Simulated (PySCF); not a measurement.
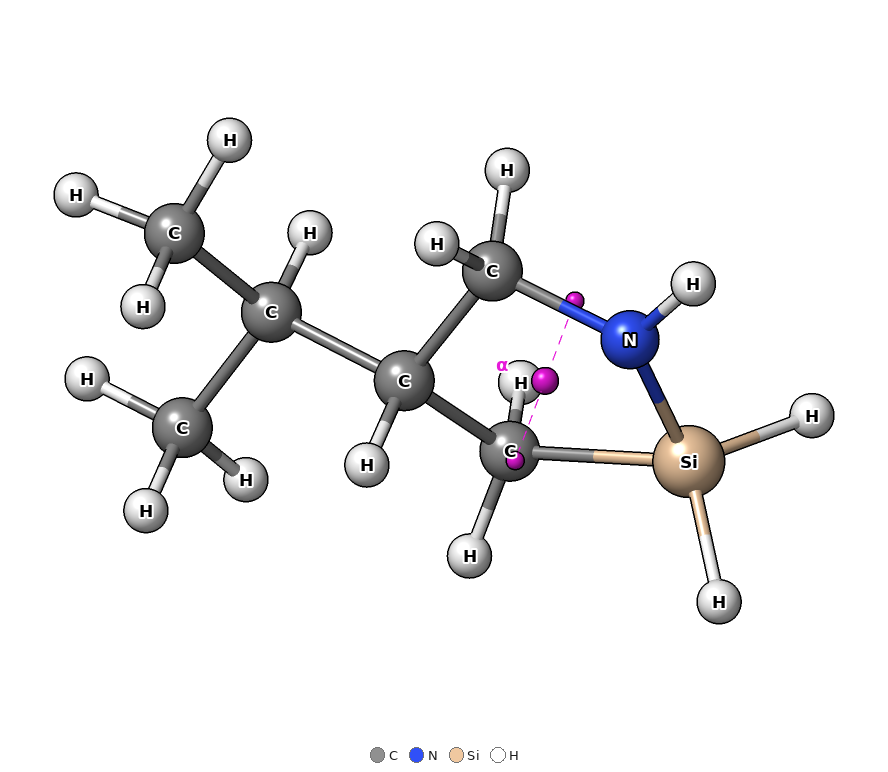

The small points mark where nucleus-independent chemical shifts (NICS) were computed: at the centre of each lettered ring and 1 Å above and below it. The geometry was computed by an optimisation with GFN2-xTB. No frequency run is at hand to confirm it as a minimum. Method: GIAO PBE0/pcSseg-1 NMR shielding, non-relativistic, gas phase (PySCF 2.14.0).

Give NICS(0), NICS(1) and the out-of-plane component NICS(1)zz for each ring (means of the two sides).

| ring | members | NICS(0) | NICS(1) | NICS(1)zz |
| --- | --- | --- | --- | --- |
| α | C3NSi | −6.4 | −3.4 | −2.3 |

Values in ppm.

What do the values say about the ring currents?

Answer. Ring α: weak, as in a non-aromatic ring. NICS is one index among several.

The geometry is semi-empirical. Around Si such bond lengths and angles can be off by a tenth of an ångström or more and by several degrees, and values that hang on the shape move with them.
